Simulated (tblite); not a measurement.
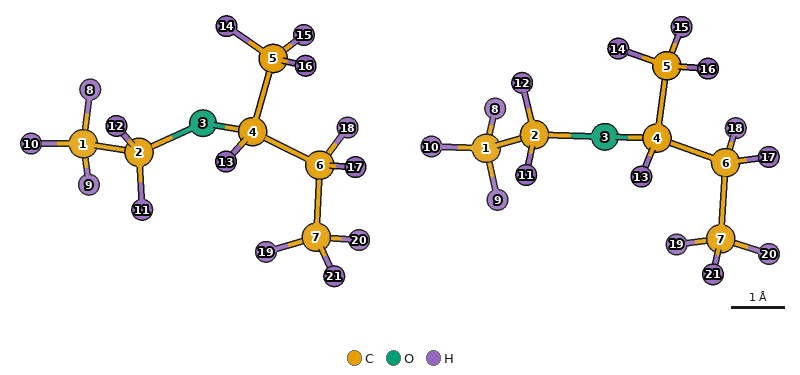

Two geometries of C$_{6}$H$_{14}$O, drawn at one scale. One is the start of a relaxation, the other its converged end. A ball-and-stick model, seen at a tilt.

Theory: GFN2-xTB geometry optimisation, gas phase in tblite. 

Which one is relaxed?

Answer. The right one is the relaxed one. The atom that moves furthest after the best rigid fit is H11 (0.97 Å). By element the largest moves are H 0.97 Å, C 0.36 Å, O 0.26 Å. Near-neighbour distances that change, for instance: C4–C6 1.484 → 1.532 Å, C6–H17 1.137 → 1.091 Å, C7–H20 1.127 → 1.087 Å, C6–C7 1.485 → 1.523 Å. Among the angles between lasting bonds that change: O3–C4–C6 115.5° → 106.7°, C6–C7–H19 116.0° → 109.7°, C2–O3–C4 109.7° → 115.7°. Groups turn about O3–C4 by about 40°, C6–C7 by about 35°, C1–C2 by about 20°. The energy falls by 0.827 eV in 148 geometry steps. Cost: 0.61 s on 1 thread of Intel(R) Xeon(R) 6975P-C (shared host).
